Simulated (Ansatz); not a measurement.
## Lattice dynamics of CuF (model cell, started as NiAs type)

Wanted: phonon frequencies of CuF (model cell, started as NiAs type) and what follows from them.

Main program and level: Ansatz 0.2.0; DFT PBEsol, scalar-relativistic, plane waves, PAW.

The structure was built from a prototype and need not be the compound's stable phase.

### Step 1. The starting structure

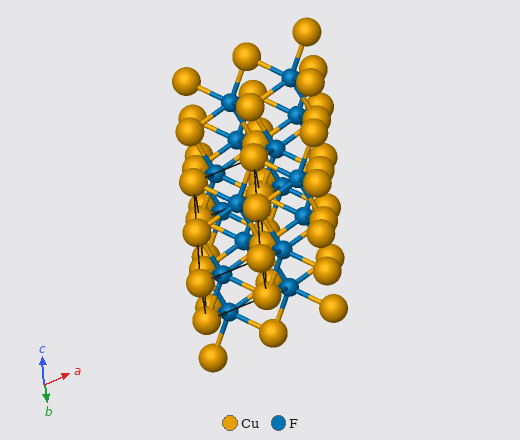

The starting structure, seen from a free direction (copper orange, fluorine blue). 2×2×2 cells are drawn. Bonds to atoms that aren't drawn are left out. Some periodic images of atoms are drawn too.

Coordinates:

```cif
data_structure
_symmetry_space_group_name_H-M 'P6_3/mmc'
_symmetry_Int_Tables_number 194
_cell_length_a 2.8808
_cell_length_b 2.8808
_cell_length_c 4.6092
_cell_angle_alpha 90.000
_cell_angle_beta 90.000
_cell_angle_gamma 120.000
_cell_volume 33.13
loop_
_atom_site_label
_atom_site_type_symbol
_atom_site_symmetry_multiplicity
_atom_site_Wyckoff_symbol
_atom_site_fract_x
_atom_site_fract_y
_atom_site_fract_z
_atom_site_occupancy
Cu1 Cu 2 a 0.00000 0.00000 0.00000 1
F1 F 2 c 0.33333 0.66667 0.25000 1
```

### Step 2. Rough relaxation

The start is far from rest, so a relaxation with loose tolerances brings it close first.

Input file input.yaml:

```yaml
crystal:
  lattice:
    - [2.88075, 0.0, 0.0]
    - [-1.44038, 2.49481, 0.0]
    - [0.0, 0.0, 4.6092]
  atoms:
    - { symbol: Cu, position: [0.0, 0.0, 0.0] }
    - { symbol: Cu, position: [0.0, 0.0, 0.5] }
    - { symbol: F, position: [0.333333, 0.666667, 0.25] }
    - { symbol: F, position: [0.666667, 0.333333, 0.75] }
kpoints:
  mp_grid: { grid: [9, 9, 4] }
hamiltonian:
  xc: pbesol
scf:
  occupations: { method: gaussian, width: 0.1 }
output:
  forces: true
  stress: true
  eigenvalues: true
relax:
  adjacent_minimum: "off"
  f_tol: 0.05
  max_steps: 80
  cell: { stress_tol: 0.5 }
```

Launch:

```sh
$ ansatz run input.yaml --threads 4 --pin off --max-ram 7168MiB --backend cpu --events-out ev --progress --plain --runs-dir out
```

Numbers of over 12 decimals in the logs are rounded to 6 here.

What it wrote:

```text
[...]
F+E_penalty+E_count = -14775.66648842 eV   max|allowed force component| = 2.313e-17 eV/Å   (the final SCF, on the basis selected at the relaxed cell)
  cell:  # Å, volume = 45.5419 Å³
    - [3.193710, 3.200358300246687e-6, 0.0]
    - [-1.596858, 2.765832, 0.0]
    - [0.0, 0.0, 5.155729]
  atoms:
    - { symbol: Cu, position: [0, 0, 0.0] }
    - { symbol: Cu, position: [0, 0, 0.500000] }
    - { symbol: F, position: [0.333333, 0.666667, 0.250000] }
    - { symbol: F, position: [0.666667, 0.333333, 0.750000] }
[key lines of the parts left out:]
SCF converged after 7 iterations
Free energy (F): -14775.666488 eV
Fermi energy:    10.152190 eV
P = ⅓ Tr σ = 0.0669 GPa (0.669 kbar)
```

Wall time 6.5 s (4 threads of Arm Neoverse V2, shared host); peak memory 0.36 GiB.

This run has no spin polarisation, although Cu can carry a moment.

The steps of the relaxation:

```tsv
step	energy less that of the first step (eV)	largest force component (eV/Å)	pressure (GPa)	volume (Å³)
1	0.0000	0.0000	68.29	33.13
2	-1.1676	0.0000	32.55	37.06
3	-1.6576	0.0000	6.41	41.50
4	-1.6824	0.0000	0.61	42.71
5	-1.6850	0.0000	-0.18	42.85
6*	-1.9088	0.0000	7.19	42.85
7	-1.9511	0.0000	1.89	44.74
8	-1.9502	0.0000	0.00	45.54
9*	-1.9666	0.0000	0.07	45.54
```

Relaxation steps marked * repeat the geometry before them on a plane-wave basis chosen anew for their cell, so energy and pressure can jump there.

Forces are held to the 24 operations that the run works with; a distortion that breaks them can't arise in this run.

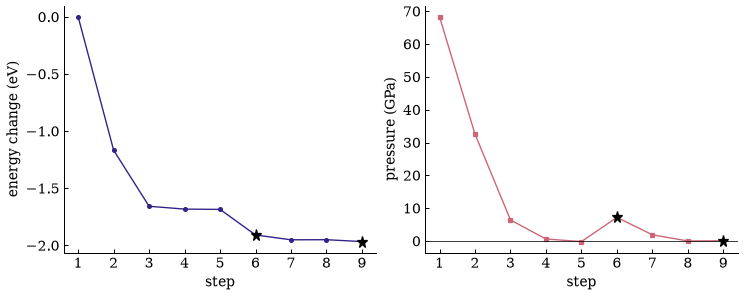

Energy and pressure along the relaxation. Stars mark steps on a basis chosen anew.

```tsv
conventional cell, symmetrised	before	after	change
a (Å)	2.881	3.194	+10.9 %
b (Å)	2.881	3.194	+10.9 %
c (Å)	4.609	5.156	+11.9 %
volume (Å³/atom)	8.28	11.39	+37.5 %
```

This step gave:

| Property | Result |
| --- | --- |
| pressure | 0.06687 GPa |
| volume per atom | 11.39 Å³ |
| gap on the k-mesh | 0 eV |

In this step the volume went from 8.28 to 11.39 Å³/atom.

### Step 3. Relaxation

The cell and atoms are relaxed, since residual forces and stress would shift the frequencies.

input.yaml, the sections that differ from step 2:

```yaml
crystal:
  lattice:
    - [3.1937096724, 3.2004e-06, 0.0]
    - [-1.5968576078, 2.7658321084, 0.0]
    - [0.0, 0.0, 5.1557294593]
  atoms:
    - { symbol: Cu, position: [0.0, 0.0, 0.0] }
    - { symbol: Cu, position: [0.0, 0.0, 0.5] }
    - { symbol: F, position: [0.3333333333, 0.6666666667, 0.25] }
    - { symbol: F, position: [0.6666666667, 0.3333333333, 0.75] }
kpoints:
  mp_grid: { grid: [15, 15, 8] }
relax:
  adjacent_minimum: "off"
  f_tol: 0.005
  max_steps: 80
  cell: { stress_tol: 0.05 }
# hamiltonian, scf, output: as in step 2
```

What it wrote:

```text
[...]
Crystal: 4 atoms, lattice volume = 45.542 Å³
Basis set: ecut = 420 eV, 905 PW (Γ), exchange–correlation on 48×48×72 points (8 copies of the dense FFT grid, shifted against one another)
Bands: 32, of which v1, the nominal top of the filled ones, is band 26 counted from 1 (25 counted from 0)
Symmetry: 24 space group operations
[...]
k-points: 135 of 1800
[...]
--- Relaxed structure (2 steps of the walk, 2 accepted, 1 SCFs on fresh bases) ---
[...]
cell:  # Å, volume = 45.5585 Å³
    - [3.194116, 3.200790768931725e-6, 0]
    - [-1.597061, 2.766184, 0]
    - [0, 0, 5.156295]
  atoms:
    - { symbol: Cu, position: [0, 0, 0] }
    - { symbol: Cu, position: [0, 0, 0.5] }
    - { symbol: F, position: [0.333333, 0.666667, 0.25] }
    - { symbol: F, position: [0.666667, 0.333333, 0.750000] }
[key lines of the parts left out:]
SCF converged after 5 iterations
Free energy (F): -14775.665851 eV
Fermi energy:    10.145272 eV
P = ⅓ Tr σ = 0.0380 GPa (0.380 kbar)
```

The job ended after 6.3 s (4 threads; peak memory 0.46 GiB).

Little changed from the start: no atom moved by 0.005 Å and no cell edge by 0.1 %.

Numbers from this step:

- pressure: 0.03796 GPa

In this step the volume went from 11.39 to 11.39 Å³/atom.

### Step 4. Relaxing to small forces for the phonons

Phonons need a cell at rest on their own settings, so the relaxation is repeated with tight tolerances on forces and stress, using the mesh and the filling of the phonon run that follows.

Input file input.yaml:

```yaml
crystal:
  lattice:
    - [3.1941155868, 3.2008e-06, 0.0]
    - [-1.5970605654, 2.7661836404, 0.0]
    - [0.0, 0.0, 5.1562949561]
  atoms:
    - { symbol: Cu, position: [0.0, 0.0, 0.0] }
    - { symbol: Cu, position: [0.0, 0.0, 0.5] }
    - { symbol: F, position: [0.3333333333, 0.6666666667, 0.25] }
    - { symbol: F, position: [0.6666666667, 0.3333333333, 0.75] }
kpoints:
  mp_grid: { grid: [15, 15, 8] }
hamiltonian:
  xc: pbesol
scf:
  occupations: { method: methfessel_paxton, width: 0.2 }
output:
  forces: true
  stress: true
  eigenvalues: true
  write_density: true
  write_potential: true
  elf: true
  volumetric_format: npy
relax:
  adjacent_minimum: "off"
  f_tol: 0.001
  max_steps: 60
  cell: { stress_tol: 0.01 }
```

What it wrote:

```text
[...]
Crystal: 4 atoms, lattice volume = 45.559 Å³
Basis set: ecut = 420 eV, 905 PW (Γ), exchange–correlation on 48×48×72 points (8 copies of the dense FFT grid, shifted against one another)
Bands: 32, of which v1, the nominal top of the filled ones, is band 26 counted from 1 (25 counted from 0)
Symmetry: 24 space group operations
[...]
k-points: 135 of 1800
[...]
--- Relaxed structure (29 steps of the walk, 28 accepted, 9 SCFs on fresh bases) ---
[...]
cell:  # Å, volume = 41.5283 Å³
    - [2.722425, 2.7281353222692135e-6, 0.0]
    - [-1.361215, 2.357688, 0.0]
    - [0.0, 0.0, 6.469957]
  atoms:
    - { symbol: Cu, position: [0, 0, 0] }
    - { symbol: Cu, position: [0, 0, 0.5] }
    - { symbol: F, position: [0.333333, 0.666667, 0.25] }
    - { symbol: F, position: [0.666667, 0.333333, 0.75] }
[key lines of the parts left out:]
SCF converged after 7 iterations
Free energy (F): -14775.825955 eV
Fermi energy:    11.190947 eV
P = ⅓ Tr σ = 0.0008 GPa (0.008 kbar)
```

Run time: 92 s. Hardware: 4 threads; peak memory 0.46 GiB; 5.9 min of CPU time.

Step by step (22 of 38):

```tsv
step	energy less that of the first step (eV)	largest force component (eV/Å)	pressure (GPa)	volume (Å³)
1	0.0000	0.0000	-0.07	45.56
3	-0.0005	0.0000	0.04	45.48
5	-0.0005	0.0000	0.00	45.48
6*	-0.0003	0.0000	-0.01	45.48
8	-0.0005	0.0000	0.00	45.45
10	-0.0005	0.0000	0.00	45.42
12*	-0.0004	0.0000	0.00	45.42
13	-0.0006	0.0000	0.00	45.39
15*	-0.0004	0.0000	0.00	45.39
17	-0.0006	0.0000	-0.01	45.35
19*	-0.0005	0.0000	-0.01	45.35
20	-0.0012	0.0000	0.01	45.24
22	-0.0295	0.0000	-0.77	43.97
24	0.0688	0.0000	13.70	38.08
26	-0.0515	0.0000	-0.04	42.40
27	-0.0518	0.0000	-0.01	42.34
29	-0.1598	0.0000	1.12	41.73
31	-0.1686	0.0000	-0.10	41.74
33*	-0.1722	0.0000	0.11	41.63
34	-0.1736	0.0000	-0.02	41.55
36*	-0.1731	0.0000	-0.01	41.54
38*	-0.1731	0.0000	0.00	41.53
```

Relaxation steps marked * repeat the geometry before them on a plane-wave basis chosen anew for their cell, so energy and pressure can jump there. Other such steps can lie between the rows shown. Relaxation step 24 was tried and not accepted.

Forces are held to the 24 operations that the run works with; a distortion that breaks them can't arise in this run.

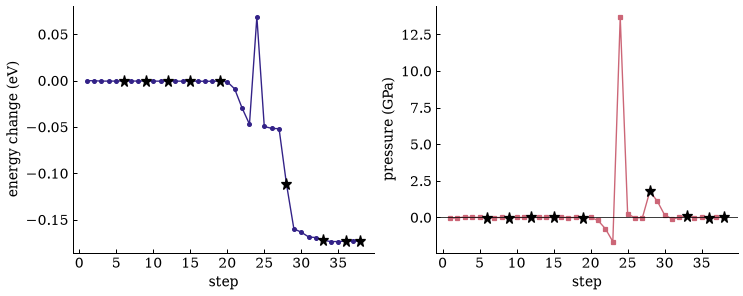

Energy and pressure along the relaxation. Stars mark steps on a basis chosen anew.

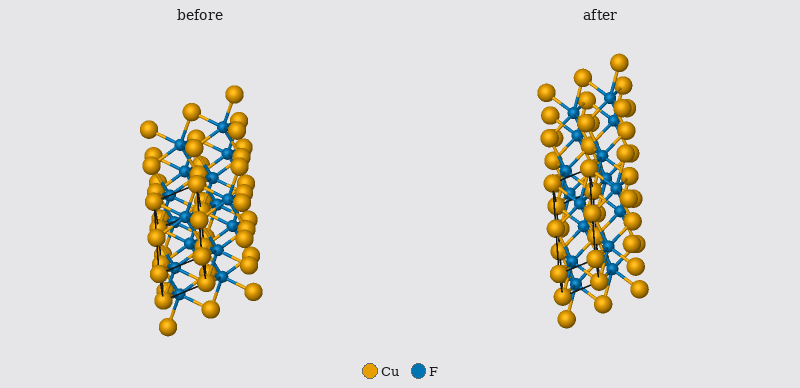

Before and after, at one scale. Bonds to atoms that aren't drawn are left out.

```tsv
cell as run	before	after	change
a (Å)	3.194	2.722	-14.8 %
b (Å)	3.194	2.722	-14.8 %
c (Å)	5.156	6.470	+25.5 %
volume (Å³/atom)	11.39	10.38	-8.8 %
```

This step gave:

| Quantity | Value |
| --- | --- |
| pressure | 7.97e-4 GPa |
| volume per atom | 10.38 Å³ |

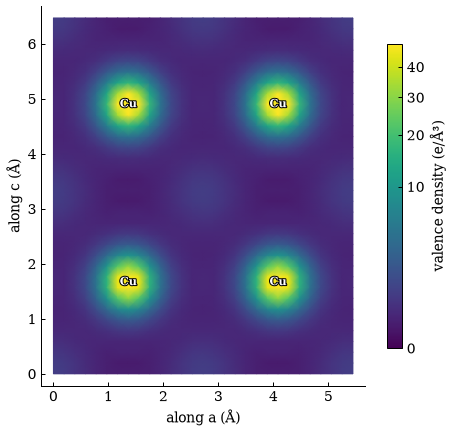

Valence density in the ac plane at fractional y = 0.000, with atoms of Cu within 0.2 Å of it. It is the smooth field of the valence electrons, not physical close to the nuclei. The map starts off the cell's origin, so that atoms lie inside it. The colour scale is stretched toward low values.

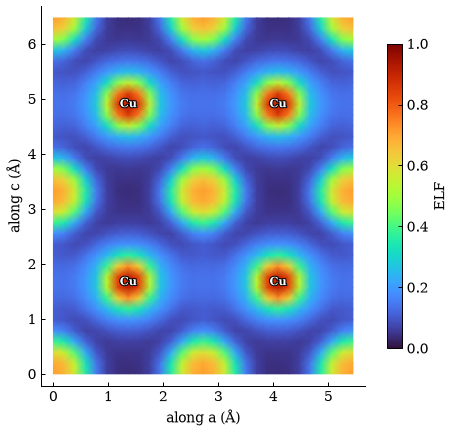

ELF in the ac plane at fractional y = 0.000, with atoms of Cu within 0.2 Å of it. It is the smooth field of the valence electrons, not physical close to the nuclei. The map starts off the cell's origin, so that atoms lie inside it.

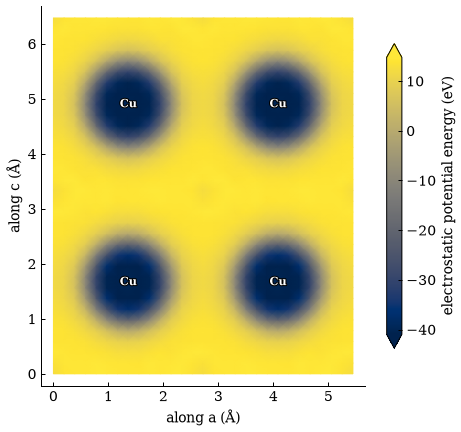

Electrostatic potential energy in the ac plane at fractional y = 0.000, with atoms of Cu within 0.2 Å of it. With pseudopotentials it is smooth inside the atoms' cores, unlike the true potential. The map starts off the cell's origin, so that atoms lie inside it.

The forces vanish by symmetry and the pressure is 0.001 GPa, within the tolerances set. The cell now holds 10.38 Å³/atom.

### Step 5. Modes at Γ

The zone centre comes first: it holds the modes that light can see, as far as symmetry allows. No field response is asked, since the mesh shows no gap.

input.yaml, the sections that differ from step 4:

```yaml
crystal:
  lattice:
    - [2.7224252891, 2.7281e-06, 0.0]
    - [-1.3612150072, 2.3576880962, 0.0]
    - [0.0, 0.0, 6.4699573338]
  atoms:
    - { symbol: Cu, position: [0.0, 0.0, 0.0] }
    - { symbol: Cu, position: [0.0, 0.0, 0.5] }
    - { symbol: F, position: [0.3333333333, 0.6666666667, 0.25] }
    - { symbol: F, position: [0.6666666667, 0.3333333333, 0.75] }
output:
  eigenvalues: true
phonons:
  method: dfpt
# kpoints, hamiltonian, scf: as in step 4
# relax: removed
```

What it wrote:

```text
[...]
Crystal: 4 atoms, lattice volume = 41.528 Å³
Basis set: ecut = 420 eV, 843 PW (Γ), exchange–correlation on 40×40×96 points (8 copies of the dense FFT grid, shifted against one another)
Bands: 32, of which v1, the nominal top of the filled ones, is band 26 counted from 1 (25 counted from 0)
Symmetry: 24 space group operations
k-points: 488 of 1800 (irreducible under 2 space group operations, time reversal used)
[...]
SCF iter   1: F=—  HF=-14775.866109 eV  |F-HF|=—  |Δ(HF+E_count)|=         —  Δρ=2.29e-2  dr2=1.38e-1  ethr=1.77e-3  ⟨swp⟩=4.4  Hψ=52921  notcnv=0
[...]
SCF iter  11: F=-14775.825955 eV  HF=-14775.825955 eV  |F-HF|=7.28e-12  |Δ(HF+E_count)|=  6.55e-11  S|Δr|=    0.00e0  Δρ=1.70e-7  dr2=5.84e-12  ethr=1.00e-12  ⟨swp⟩=8.0  Hψ=79433  notcnv=0
SCF 1 converged in 11 iterations: F = -14775.825955 eV  dr2 = 5.84e-12
[...]
DFPT response loops at Γ: preconditioner auto → Kerker (q_TF=auto, 2.832 Å⁻¹) (partly filled bands, converged f_vac=0.010); β = 1.00, the filter's whole step (`scf.mixing.beta` (0.50) is not read by the response loops under this deck's `scf.mixing.preconditioner`; to damp them name `kerker` or `kerker_dos`, under which they read `scf.mixing.beta`, and type it under 1.00, their step now; both keys bind the ground state too); Broyden in place of MSR1
SCF converged after 11 iterations
[...]
Free energy (F): -14775.825955 eV
[...]
Internal energy: -14775.838061 eV  (E = F + TS)
E sigma→0 (E₀):  -14775.828981 eV
Entropy (-TS):   0.012106 eV (3.026 meV/atom)
Fermi energy:    11.190947 eV
[...]
--- Band table (eV; the first three rows and the last of 488) ---
  k-point 0: bands = [... 22 lower, 10.4222, 10.5073, 10.5073, 10.7980, 10.7980, 14.3661, 16.6026, 23.7402, ... 2 higher]
  k-point 1: bands = [... 22 lower, 10.4970, 10.5139, 10.5139, 10.7838, 10.7838, 14.0120, 16.9830, 23.0394, ... 2 higher]
  k-point 2: bands = [... 22 lower, 10.5349, 10.5349, 10.7350, 10.7439, 10.7439, 13.2908, 17.7881, 21.9397, ... 2 higher]
  k-point 487: bands = [... 22 lower, 10.6552, 10.7736, 10.8027, 11.0179, 14.4490, 15.4000, 20.6826, 20.7427, ... 2 higher]
--- Phonons (Γ-DFPT): 4 representative perturbations + reference, on 488 of 1800 k-points (Σ response iterations 15) ---
  k mesh reduced under 2 symmetry operations, with k and −k counted as one. Each operation leaves every solved perturbation unchanged. A smaller set is not used because it would not reduce the number of displacements times k-points to solve
  ASR residual: 6.627e-5 → 0.000e0 eV/Å²; symmetrization residual: 1.798e-4 eV/Å²
  ASR residual per site (eV/Å²): 6.63e-5 6.63e-5 3.52e-5 3.52e-5
  Γ frequencies (cm⁻¹): -140.65 -140.65 -77.63 -77.63 -43.44 -43.44 0.00 0.00 0.00 223.15 229.57 234.08
  non-analytic LO–TO correction: not included (Born effective charges unavailable; polar crystals: no LO–TO splitting at Γ)
```

Wall time 74 s (4 threads); peak memory 2.1 GiB.

This step gave:

* sum-rule residual before enforcement: 6.63e-5 eV/Å²
* point group: 6/mmm
* highest optical mode at the zone centre (no LO-TO term): 234.1 cm⁻¹
* lowest optical zone-centre mode: -140.7 cm⁻¹

Patterns of degenerate modes are one choice out of their space. Modes at Γ, with each element's share of the kinetic energy (negative means imaginary):

```tsv
mode	frequency (cm⁻¹)	symmetry	Cu %	F %
1	-140.7	E2g	0	100
2	-140.7	E2g	0	100
3	-77.6	E1u	23	77
4	-77.6	E1u	23	77
5	-43.4	E2u	100	0
6	-43.4	E2u	100	0
7	0.0	acoustic	77	23
8	0.0	acoustic	77	23
9	0.0	acoustic	77	23
10	223.2	A2u	23	77
11	229.6	B1g	0	100
12	234.1	B2u	100	0
```

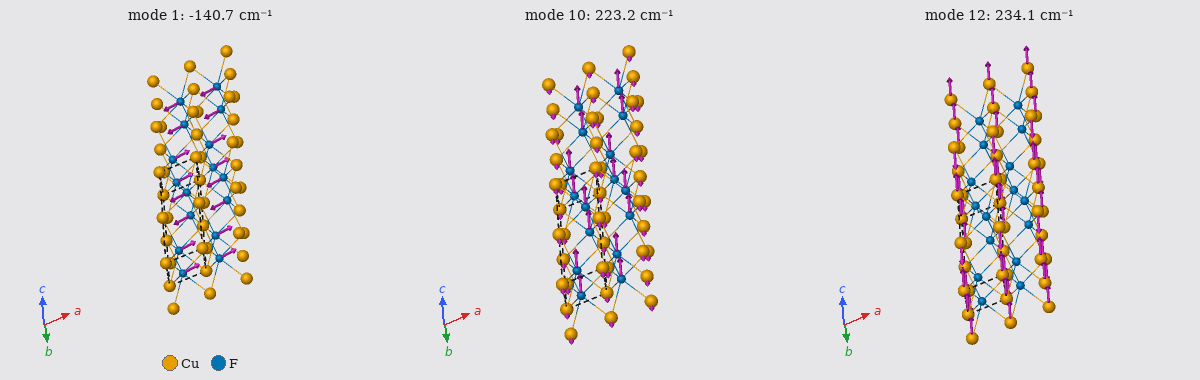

Displacement patterns of modes 1, 10 and 12 at Γ; arrows are exaggerated. Bonds to atoms that aren't drawn are left out. 2×2×2 cells are drawn. Some periodic images of atoms are drawn too.

Before it was imposed, the acoustic sum rule was missed by 6.6e-5 eV/Å². Small misses are needed for a sound result but don't prove that mesh and cutoff are converged. The lowest optical mode is imaginary, 140.7i cm⁻¹, so the energy falls along it.

[end of part 1 of 2]

[Logs are printed without paths, hosts, clocks, repeated set-up lines and the standing remarks that a program may print on its own settings, such as how far it seeks lower states.]

[Hosts, paths, dates, database ids (printed as entryN), source tags and the programs' standing remarks are cut or masked in the printed files.]
